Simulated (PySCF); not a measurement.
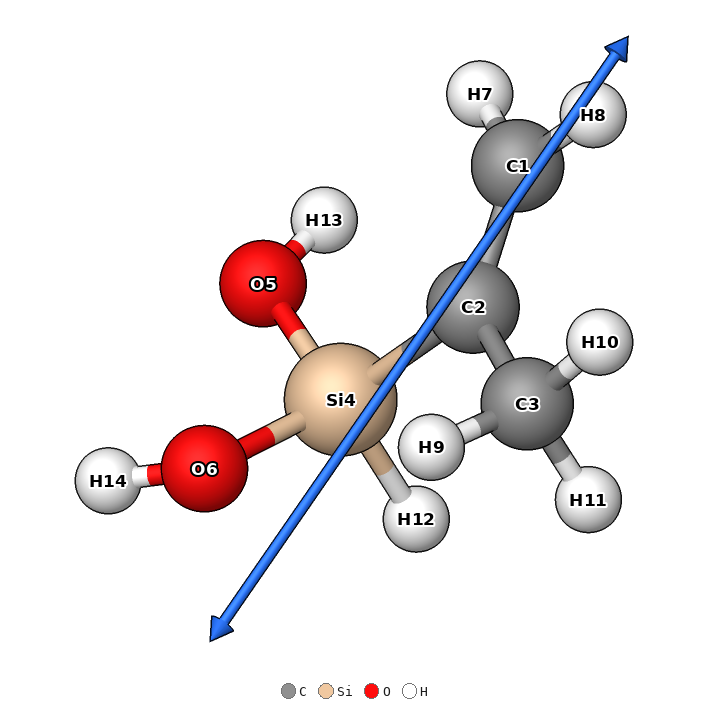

The double arrow shows the direction of the transition dipole to excited singlet state 2 (its length means nothing). The geometry was computed by an optimisation with GFN2-xTB. No frequency run is at hand to confirm it as a minimum. Level of theory: TDDFT CAM-B3LYP/def2-SVPD, vertical, gas phase, core orbitals frozen in the response (PySCF 2.14.0).

Question. Give its energy, strength and character.

Answer. 6.99 eV (177 nm), oscillator strength 0.11, mainly HOMO → LUMO (weight 0.77); transition dipole 2.08 D.

The geometry is semi-empirical. Around Si such bond lengths and angles can be off by a tenth of an ångström or more and by several degrees, and values that hang on the shape move with them.
